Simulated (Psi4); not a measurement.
# wB97X/cc-pVDZ run of GaH2OF (SMILES [OH][GaH][F])

Aim: the vertical ionisation energy of GaH2OF at wB97X/cc-pVDZ, from 2 runs. 

Program for the calculation: Psi4 1.11.

**1. The molecule**

GaH2OF: 5 atoms, total charge 0, spin state singlet. As SMILES, `[OH][GaH][F]`. The coordinates come from a PBE0-D4/def2-TZVP relaxation. This is one conformer, not always the lowest.

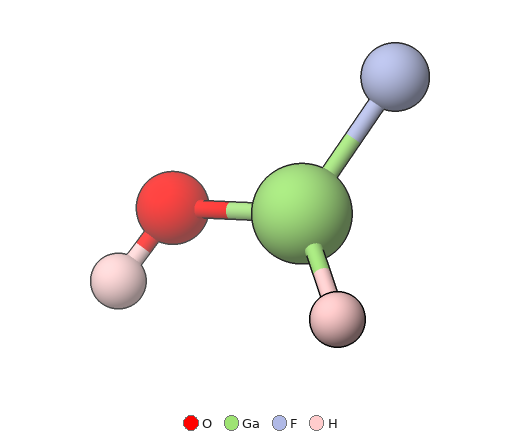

Viewed from a chosen angle; oxygen red, gallium green, fluorine light blue, hydrogen pink.

**2. Energy and gradient at wB97X/cc-pVDZ**

input.json reads:

```json
{
 "schema_name": "qcschema_input",
 "schema_version": 1,
 "molecule": {
  "schema_name": "qcschema_molecule",
  "schema_version": 2,
  "symbols": ["O", "Ga", "F", "H", "H"],
  "geometry": [-2.13614641, -1.11248177, -0.53630427, 0.72508791, 0.53006818, 0.02947973, 0.82826696, 3.3595551, -1.66522666, -2.28770245, -2.68473391, 0.35375673, 2.96498029, -0.23168042, 1.74024879],
  "molecular_charge": 0,
  "molecular_multiplicity": 1,
  "fix_symmetry": "c1"
 },
 "driver": "gradient",
 "model": {
  "method": "wb97x",
  "basis": "cc-pVDZ"
 },
 "keywords": {
  "reference": "rks",
  "puream": true,
  "e_convergence": 1e-09,
  "d_convergence": 1e-08,
  "scf_type": "pk",
  "dft_radial_points": 99,
  "dft_spherical_points": 590,
  "scf_properties": ["QUADRUPOLE", "LOWDIN_CHARGES", "MULLIKEN_CHARGES"]
 }
}
```

Run with:

```sh
$ psi4 --qcschema input.json -n 1 --memory 2200MB
```

stdout:

```text
[...]
  Running in c1 symmetry.
[...]
  Nuclear repulsion =  198.339104522088945
[...]
  Multiplicity = 1
[...]
  Nalpha       = 25
  Nbeta        = 25
[...]
    Number of basis functions: 65
[...]
   @RKS iter   1: -2100.61068064565870   -3.80740e+00   1.54430e-02 ADIIS/DIIS
[...]
   @RKS iter  12: -2101.16134690350555    4.54747e-13   2.46415e-09 DIIS
[...]
    Orbital Energies [Eh]
    ---------------------
    Doubly Occupied:
       1A   -372.446723     2A    -46.012047     3A    -40.769009
       4A    -40.764524     5A    -40.764120     6A    -24.703098
       7A    -19.210911     8A     -5.650531     9A     -3.942301
      10A     -3.932967    11A     -3.931417    12A     -1.246704
      13A     -1.117949    14A     -0.992391    15A     -0.992380
      16A     -0.990283    17A     -0.984881    18A     -0.976320
      19A     -0.621485    20A     -0.551695    21A     -0.493034
      22A     -0.486349    23A     -0.478033    24A     -0.426795
      25A     -0.426045
[...]
  @RKS Final Energy: -2101.16134690350555
   => Energetics <=
    Nuclear Repulsion Energy =            198.3391045220889453
    One-Electron Energy =               -3323.2292955531684129
    Two-Electron Energy =                1097.2105435232424497
    DFT Exchange-Correlation Energy =     -73.4816993956682722
    Empirical Dispersion Energy =           0.0000000000000000
    VV10 Nonlocal Energy =                  0.0000000000000000
    Total Energy =                      -2101.1613469035055459
[...]
 Multipole Moments:
 ------------------------------------------------------------------------------------
     Multipole            Electronic (a.u.)      Nuclear  (a.u.)        Total (a.u.)
 ------------------------------------------------------------------------------------
 L = 1.  Multiply by 2.5417464519 to convert [e a0] to [Debye]
 Dipole X            :          2.0380505           -1.6910212            0.3470293
 Dipole Y            :          1.7195295           -2.7318160           -1.0122865
 Dipole Z            :          0.0625558            0.7562426            0.8187983
 Magnitude           :                                                    1.3474361
 L = 2.  Multiply by 1.3450342976 to convert [e a0^2] to [Debye ang]
 Quadrupole XX       :        -90.5782787           69.4034810          -21.1747977
 Quadrupole XY       :        -52.2026243           52.0928293           -0.1097951
[...]
  Mulliken Charges: (a.u.)
   Center  Symbol    Alpha    Beta     Spin     Total
       1     O     4.19691  4.19691  0.00000 -0.39383
       2    GA    15.15449 15.15449  0.00000  0.69102
       3     F     4.69099  4.69099  0.00000 -0.38198
       4     H     0.41754  0.41754  0.00000  0.16492
       5     H     0.54007  0.54007  0.00000 -0.08014
   Total alpha = 25.00000, Total beta = 25.00000, Total charge = -0.00000
  Lowdin Charges: (a.u.)
   Center  Symbol    Alpha    Beta     Spin     Total
       1     O     4.06245  4.06245  0.00000 -0.12489
[...]
  -Total Gradient:
     Atom            X                  Y                   Z
    ------   -----------------  -----------------  -----------------
       1        0.003978276432    -0.000861820672     0.002733670944
       2       -0.004021988321     0.004108512918    -0.004772046744
       3       -0.000555531603    -0.007163490924     0.004129704050
       4        0.000673775367     0.003930890573    -0.002059850056
       5        0.000209152814    -0.000190885967     0.000234864726
[...]
```

The result, in JSON:

```text
{
 "driver": "gradient",
 "model": {
  "method": "wb97x",
  "basis": "cc-pVDZ"
 },
 "success": true,
 "return_result": [0.003978276431618355, -0.0008618206724428923, 0.0027336709442735974, -0.004021988321484454, 0.00410851291846287, -0.004772046743865006, -0.0005555316034758532, -0.007163490924308194, 0.004129704050201327, 0.0006737753671810995, 0.003930890573107609, -0.0020598500555286947, 0.00020915281358777071, -0.00019088596712084696, 0.00023486472559002686],
 "properties": {
  "calcinfo_nbasis": 65,
  "calcinfo_nmo": 65,
  "calcinfo_nalpha": 25,
  "calcinfo_nbeta": 25,
  "calcinfo_natom": 5,
  "nuclear_repulsion_energy": 198.33910452208895,
  "return_energy": -2101.1613469035055,
  "return_gradient": [0.003978276431618355, -0.0008618206724428923, 0.0027336709442735974, -0.004021988321484454, 0.00410851291846287, -0.004772046743865006, -0.0005555316034758532, -0.007163490924308194, 0.004129704050201327, 0.0006737753671810995, 0.003930890573107609, -0.0020598500555286947, 0.00020915281358777071, -0.00019088596712084696, 0.00023486472559002686],
  "scf_one_electron_energy": -3323.2292955531684,
  "scf_two_electron_energy": 1097.2105435232424,
  "scf_xc_energy": -73.48169939566827,
  "scf_dipole_moment": [0.3470292691700867, -1.0122864929719981, 0.8187983352457593],
  "scf_total_energy": -2101.1613469035055,
  "scf_total_gradient": [0.003978276431618355, -0.0008618206724428923, 0.0027336709442735974, -0.004021988321484454, 0.00410851291846287, -0.004772046743865006, -0.0005555316034758532, -0.007163490924308194, 0.004129704050201327, 0.0006737753671810995, 0.003930890573107609, -0.0020598500555286947, 0.00020915281358777071, -0.00019088596712084696, 0.00023486472559002686],
  "scf_iterations": 12
 }
}
```

It took 95 s on 1 thread of Intel Xeon Platinum 8259CL at 2.50GHz (Skylake/Cascade Lake), shared host; peak memory 0.91 GiB.

**3. The doublet cation: a single-point energy at U-wB97X/cc-pVDZ**

run.py reads:

```python
import numpy as np
from ase.calculators.psi4 import Psi4
from ase import Atoms

atoms = Atoms(['O', 'Ga', 'F', 'H', 'H'], positions=[
    [-1.130400, -0.588700, -0.283800],
    [0.383700, 0.280500, 0.015600],
    [0.438300, 1.777800, -0.881200],
    [-1.210600, -1.420700, 0.187200],
    [1.569000, -0.122600, 0.920900],
])
calc = Psi4(atoms=atoms, method='wb97x', basis='cc-pVDZ', memory='2200MB', num_threads=1, charge=1, multiplicity=2, label='fgah2o', reference='uks')
calc.psi4.set_options({'puream': True, 'e_convergence': 1e-09, 'd_convergence': 1e-08, 'scf_type': 'pk', 'dft_radial_points': 99, 'dft_spherical_points': 590, 'maxiter': 100})
atoms.calc = calc

print(f'energy: {atoms.get_potential_energy():.6f} eV')
```

Run with:

```sh
$ python run.py
```

fgah2o.dat:

```text
[...]
  Running in c1 symmetry.
[...]
  Nuclear repulsion =  198.339104248547613
[...]
  Multiplicity = 2
[...]
  Nalpha       = 25
  Nbeta        = 24
[...]
    Number of basis functions: 65
[...]
   @UKS iter   1: -2100.16253362069028   -3.35925e+00   1.58434e-02 DIIS/ADIIS
[...]
   @UKS iter  22: -2100.71927409533555   -5.91172e-12   6.78829e-09 DIIS
[...]
   @S^2 Observed:                7.543204370E-01
[...]
    Orbital Energies [Eh]
    ---------------------
    Alpha Occupied:
       1A   -372.717205     2A    -46.282637     3A    -41.039484
       4A    -41.035537     5A    -41.034192     6A    -24.936723
       7A    -19.671729     8A     -5.921450     9A     -4.212163
      10A     -4.206326    11A     -4.199879    12A     -1.559886
      13A     -1.475741    14A     -1.265552    15A     -1.265360
      16A     -1.257999    17A     -1.257776    18A     -1.250402
      19A     -1.006816    20A     -0.914801    21A     -0.886227
      22A     -0.774864    23A     -0.712581    24A     -0.709374
      25A     -0.679977
    Alpha Virtual:
[...]
  @UKS Final Energy: -2100.71927409533555
   => Energetics <=
    Nuclear Repulsion Energy =            198.3391042485476135
    One-Electron Energy =               -3308.8069927016504153
    Two-Electron Energy =                1083.0424785771365350
    DFT Exchange-Correlation Energy =     -73.2938642193694392
    Empirical Dispersion Energy =           0.0000000000000000
    VV10 Nonlocal Energy =                  0.0000000000000000
    Total Energy =                      -2100.7192740953355496
[...]
 Multipole Moments:
 ------------------------------------------------------------------------------------
     Multipole            Electronic (a.u.)      Nuclear  (a.u.)        Total (a.u.)
 ------------------------------------------------------------------------------------
 L = 1.  Multiply by 2.5417464519 to convert [e a0] to [Debye]
 Dipole X            :          0.7664843           -1.6910212           -0.9245369
 Dipole Y            :          0.4093192           -2.7318160           -2.3224968
 Dipole Z            :          0.1702334            0.7562426            0.9264760
 Magnitude           :                                                    2.6659178
[...]
```

Standard output:

```text
energy: -57163.483096 eV
```

Run time: 50 s. Hardware: 1 thread of Intel Xeon Platinum 8259CL at 2.50GHz (Skylake/Cascade Lake), shared host; peak memory 0.95 GiB.

**4. What came out**

Level: wB97X/cc-pVDZ.

| quantity | value |
| --- | --- |
| singlet GaH2OF: total energy | -2101.16135 Eh |
| singlet GaH2OF: dipole moment | 3.42 D |
| singlet GaH2OF: HOMO energy | -11.59 eV |
| singlet GaH2OF: LUMO energy | 1.22 eV |
| singlet GaH2OF: HOMO–LUMO gap | 12.81 eV |
| singlet GaH2OF: largest force on an atom | 0.426 eV/Å |
| doublet cation: total energy | -2100.71927 Eh |
| doublet cation: HOMO energy (highest over α and β) | -18.44 eV |
| doublet cation: LUMO energy (lowest over α and β) | -12.44 eV |
| doublet cation: ⟨S²⟩ | 0.754 |
| vertical ionisation energy (to the doublet cation) | 12.029 eV |

What this shows: Removing an electron at fixed nuclei costs 12.03 eV (277 kcal/mol). The largest force (singlet GaH2OF) is 0.43 eV/Å: the shape isn't a stationary point for this species at this level. The negative HOMO energy of the first species, 11.59 eV, lies 0.44 eV below that difference.
